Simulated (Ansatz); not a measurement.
## Run report: C₂H₆CuN, single-point calculation

- system: C₂H₆CuN
- method: RKS B3LYP-D4/def2-TZVPP (Ansatz 0.2.0)

The geometry comes from this level: PBE0-D4/def2-TZVP. Figures and captions count atoms from 1; the log counts them from 0 in places.

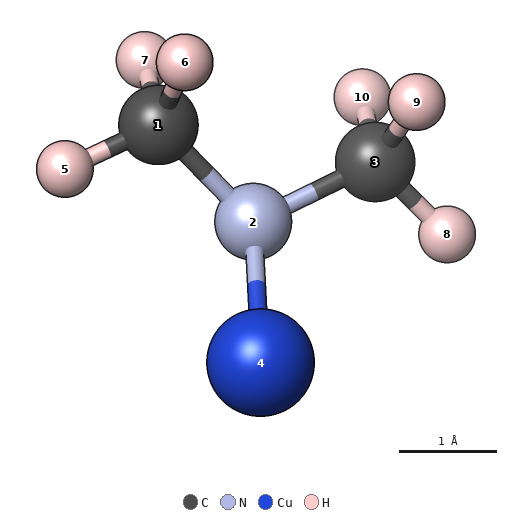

Fig. 1: The input geometry (ball-and-stick view, seen at a tilt; atoms are numbered from 1 in the order of the input). Sticks mark near contacts.

**Input**
```yaml
crystal:
  periodic: [false, false, false]
  atoms:
    - {symbol: C, position_ang: [-0.202962, 1.019330, -0.586969]}
    - {symbol: N, position_ang: [-0.357381, -0.400304, -0.391549]}
    - {symbol: C, position_ang: [0.575026, -0.876560, 0.599001]}
    - {symbol: Cu, position_ang: [-2.084209, -1.008787, -0.231486]}
    - {symbol: H, position_ang: [-0.888398, 1.386814, -1.354669]}
    - {symbol: H, position_ang: [-0.351421, 1.630651, 0.321185]}
    - {symbol: H, position_ang: [0.822682, 1.229500, -0.936137]}
    - {symbol: H, position_ang: [0.483652, -1.956773, 0.736917]}
    - {symbol: H, position_ang: [0.481377, -0.398779, 1.590692]}
    - {symbol: H, position_ang: [1.604730, -0.676293, 0.256014]}
basis:
  gaussian: {orbitals: def2-TZVPP}
hamiltonian: {xc: {name: B3LYP}, dispersion: d4}
output: {forces: true, orbitals: {seedname: orbitals}}
```

Machine: 4 CPU threads, shared host.

**The program's output**
```
Functional definition: B3LYP
  name "B3LYP"
  cite "Stephens, Devlin, Chabalowski & Frisch, J. Phys. Chem. 98, 11623 (1994) doi:10.1021/j100096a001"
  cite "Becke, Phys. Rev. A 38, 3098 (1988) doi:10.1103/PhysRevA.38.3098"
  cite "Lee, Yang & Parr, Phys. Rev. B 37, 785 (1988) doi:10.1103/PhysRevB.37.785"
  cite "Vosko, Wilk & Nusair, Can. J. Phys. 58, 1200 (1980) doi:10.1139/p80-159"
  parameter a0 = 0.2
  parameter ax = 0.72
  parameter ac = 0.81
  exchange = (1 - a0 - ax)*slater_x + ax*b88_x + a0*exact_x
  correlation = (1 - ac)*vwn_rpa_c + ac*lyp_c
1442 factors; their error is unknown
mean field evaluation 1: about -48289.4769 eV, gradient 9.1e1 eV
mean field evaluation 2: about -48159.5991 eV, gradient 3.2e2 eV
mean field evaluation 4: about -48302.7445 eV, gradient 4.2e1 eV
mean field evaluation 8: about -48304.7212 eV, gradient 1.1e-1 eV
mean field evaluation 16: about -48304.7304 eV, gradient 8.7e-3 eV
mean field -48304.73040118 eV, -1775.1661001210 hartree, gradient 4.4e-5 eV, S^2 0.000000; 0 other end points of the search recorded, 0 dependent functions left out
the calculation of the forces begins
reference -48304.73067974 eV, -1775.1661103580 hartree; 27, 27 occupied and 214, 214 virtual orbitals, 1442 factors
Total energy: -48305.04347068 eV, -1775.1776052131 hartree
Atom 0 at    -0.202962     1.019330    -0.586969 Å, force    -0.003394     0.364151    -0.118972 eV/Å
Atom 1 at    -0.357381    -0.400304    -0.391549 Å, force     0.024774    -0.048012    -0.093057 eV/Å
Atom 2 at     0.575026    -0.876560     0.599001 Å, force     0.228146    -0.200032     0.233947 eV/Å
Atom 3 at    -2.084209    -1.008787    -0.231486 Å, force    -0.189518    -0.074406     0.005381 eV/Å
Atom 4 at    -0.888398     1.386814    -1.354669 Å, force     0.042997    -0.013522     0.051302 eV/Å
Atom 5 at    -0.351421     1.630651     0.321185 Å, force     0.004785    -0.041164    -0.049427 eV/Å
Atom 6 at     0.822682     1.229500    -0.936137 Å, force    -0.055263    -0.021033     0.018785 eV/Å
Atom 7 at     0.483652    -1.956773     0.736917 Å, force     0.009714     0.067589     0.000554 eV/Å
Atom 8 at     0.481377    -0.398779     1.590692 Å, force    -0.001639    -0.025499    -0.059201 eV/Å
Atom 9 at     1.604730    -0.676293     0.256014 Å, force    -0.060603    -0.008072     0.010688 eV/Å
Dipole moment:    -0.441635    -0.136696     0.071187 e Å
```

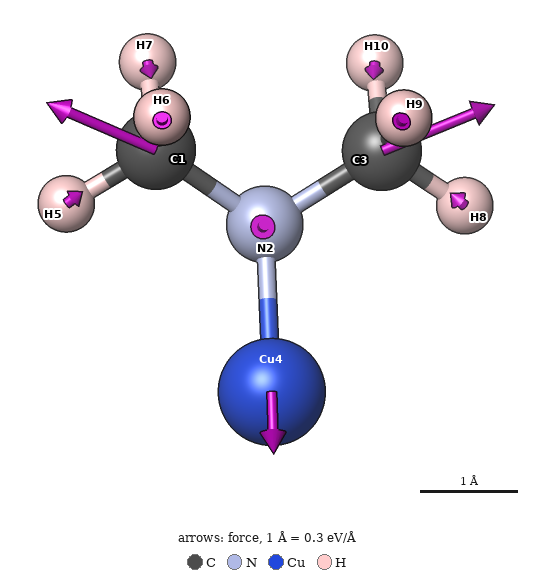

Fig. 2: Forces on the atoms as pink arrows (ball-and-stick view, seen at a tilt; atoms are numbered from 1 in the order of the input). The largest act on C1, C3 (0.38 eV/Å); Cu4 (0.20 eV/Å). The geometry is not a stationary point of this energy.

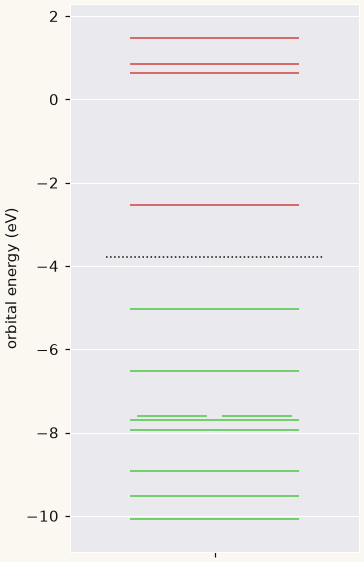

Fig. 3: Orbital energies near the frontier; the dotted line parts filled from empty levels, and levels within 0.02 eV of each other stand side by side. Highest filled −5.02 eV, lowest empty −2.55 eV, 2.47 eV apart.

**Key numbers**

| quantity | value |
| --- | --- |
| outcome | converged |
| total energy | −48305.0435 eV |
| mean-field energy | −48304.7307 eV |
| dispersion energy | −0.3128 eV |
| SCF solution under orbital rotations | stable |
| HOMO | −5.02 eV |
| LUMO | −2.55 eV |
| largest force (length of the vector) | 0.383 eV/Å |
| dipole moment | 2.25 D |
| wall time | 3.9 s (CPU time 14 s) |
| peak memory | 0.72 GiB |
